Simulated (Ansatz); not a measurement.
# C₂H₇NSi: one species, many methods

How much do the methods differ for C₂H₇NSi? The plan is to run it at one geometry with functionals of several rungs and with coupled cluster. The yardstick is the atomisation energy at the CCSD(T) limit.

Program: Ansatz 0.2.0, Gaussian basis. Level of theory: functionals in def2-TZVPP, the program's frozen cores in correlated methods. These are calculated values, not measurements.

Levels to be run: PBE-D4, r2SCAN-D4, PBE0-D4, B3LYP-D4, ωB97X-V, ωB97M-V, B2PLYP; CCSD(T)/def2-TZVPP; CCSD(T)/def2-QZVPP; extrapolation to the limit.

## 1. Structure used throughout

All runs share one geometry, relaxed beforehand with PBE0-D4 in a triple-zeta def2 set.

SMILES `CC[Si]N`, 11 atoms, charge 0, spin multiplicity 1.

Atoms are counted from 1 here; the program's logs count them from 0.

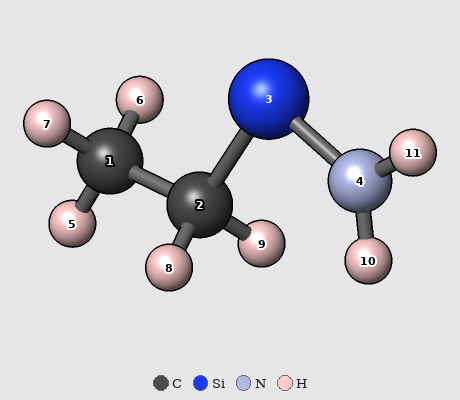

The geometry (carbon dark grey, silicon blue, nitrogen light blue, hydrogen pink); atoms are numbered from 1 in the order of the file.

## 2. PBE-D4 (GGA)

in.yaml

```yaml
crystal:
  periodic: [false, false, false]
  atoms:
    - {symbol: C, position_ang: [-0.180138, 1.792723, 0.077791]}
    - {symbol: C, position_ang: [-0.352713, 0.281122, -0.016425]}
    - {symbol: Si, position_ang: [1.282822, -0.703353, 0.100775]}
    - {symbol: N, position_ang: [0.628706, -2.273716, -0.062790]}
    - {symbol: H, position_ang: [-1.133845, 2.322793, 0.010459]}
    - {symbol: H, position_ang: [0.461597, 2.171311, -0.722782]}
    - {symbol: H, position_ang: [0.288909, 2.082158, 1.022410]}
    - {symbol: H, position_ang: [-1.016847, -0.080681, 0.780620]}
    - {symbol: H, position_ang: [-0.843057, 0.007424, -0.960678]}
    - {symbol: H, position_ang: [-0.347579, -2.504879, -0.182011]}
    - {symbol: H, position_ang: [1.212155, -3.094892, -0.047389]}
basis:
  gaussian: {orbitals: def2-TZVPP}
hamiltonian: {xc: pbe, dispersion: d4}
output: {forces: true, orbitals: {seedname: orbitals}}
```

Launch:

```console
$ ansatz run in.yaml --threads 2 --pin off --events-out ev --progress --plain --max-ram 32768MiB --backend cpu
```

Further steps of the session: r2SCAN-D4 (meta-GGA); PBE0-D4 (hybrid); B3LYP-D4 (hybrid); ωB97X-V (range-separated); ωB97M-V (range-separated); B2PLYP (double hybrid); CCSD(T) in def2-TZVPP; CCSD(T) in def2-QZVPP.

Before running them: what should the planned runs give, taken together? Wanted: atomisation energy, CCSD(T)/CBS; farthest; mean size of error, hybrid; mean size of error, range-separated; gap, smallest and largest; T1 diagnostic; triples share of the correlation energy.

As calculated:

| quantity | value |
| --- | --- |
| atomisation energy, CCSD(T)/CBS | 963.0 kcal/mol |
| functionals within 4.8 kcal/mol (0.5 %) | r2SCAN-D4, PBE0-D4, B3LYP-D4, ωB97X-V |
| farthest | PBE-D4 (+16.8 kcal/mol) |
| mean size of error, hybrid | 3.0 kcal/mol |
| mean size of error, range-separated | 4.9 kcal/mol |
| gap, smallest and largest | 2.90 eV (PBE-D4), 9.11 eV (ωB97X-V) |
| T1 diagnostic | 0.0124 |
| triples share of the correlation energy | 3.9 % |

**Reading.** PBE-D4 misses by +16.8 kcal/mol. Double hybrids carry the basis error of their MP2 part in triple zeta, and no dispersion term here, so their miss is partly the set-up's. Misses under about 4.8 kcal/mol are within the doubt on the reference itself, which lacks core-valence correlation, relativity and higher excitations. Hartree-Fock recovers 73 % of the binding; the rest is correlation. Orbital gaps span 2.9 to 9.1 eV; exact exchange widens them. The restricted reference is unstable towards a spin-broken one.
